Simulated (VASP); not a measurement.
Band structure of Ge₂Pt (space group Pnnm). All values below come from LDA (Ceperley-Alder, Perdew-Zunger), VASP's LDA PAW potentials (set 64) (plane waves; VASP).

Unless said otherwise, spin-orbit coupling is left out, though it shifts the bands of the heavy elements here.

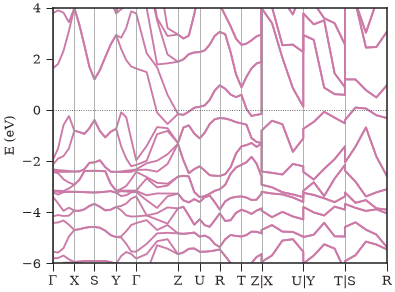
Figure. Bands along high-symmetry lines, zero at the valence-band maximum or, without a gap, the Fermi level

Question: Read the plot: is there a gap, and where are the band edges?

Answer: It has no gap at this level: it comes out as a metal or semimetal.

The structure comes from a computed database's Ge2Pt entry (Pnnm); how it stands against other phases isn't given here. The cell was not relaxed at this level. The k-mesh is coarse (spacing up to 0.36 per Å, 2π included), so the numbers may not be converged in it.
